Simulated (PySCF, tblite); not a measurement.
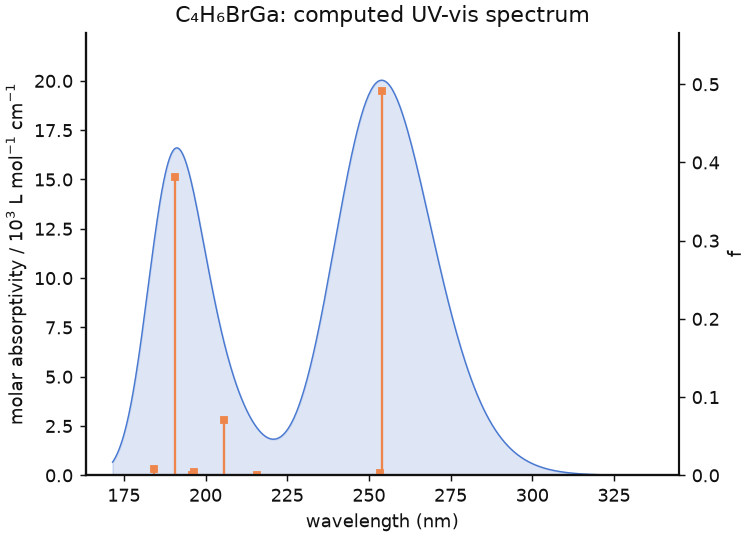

Computed absorption of C₄H₆BrGa, SMILES C=C/C=[CH]/[GaH][Br], singlet. Vertical TDDFT excitations, CAM-B3LYP/def2-SVPD with PySCF, at a GFN2-xTB geometry (a minimum by its frequencies), gas phase. Only the first 8 singlet excitations are included; each is broadened by a Gaussian of 1/e half-width 0.40 eV. Sticks give oscillator strengths (right axis).

### Does any vertical transition fall in the visible?

No singlet lies below 3.1 eV (beyond 400 nm), so at this level no vertical transition falls in the visible.

### Where is the maximum of the broadened curve, and how high is it?

At about 4.9 eV (254 nm), with ε near 20000 L mol⁻¹ cm⁻¹.

### List the transitions behind the spectrum.

```tsv
state	E (eV)	λ (nm)	f	main character
S1	4.88	254	0.492	HOMO → LUMO (96 %)
S2	4.90	253	0.003	HOMO−1 → LUMO (86 %)
S3	5.74	216	0.001	HOMO−3 → LUMO (84 %)
S4	6.03	206	0.070	HOMO−2 → LUMO (91 %)
S5	6.31	196	0.005	HOMO−4 → LUMO (89 %)
S6	6.33	196	0.000	HOMO → LUMO+1 (82 %)
S7	6.51	191	0.382	HOMO → LUMO+2 (56 %)
S8	6.73	184	0.008	HOMO−1 → LUMO+1 (45 %)
```

Known limits of this run: the tight-binding geometry is rougher than a DFT one and adds to the error; spin-orbit coupling is left out, and with Br it can shift these levels and split any degenerate set; one conformer of a flexible molecule; core orbitals are frozen in the response.
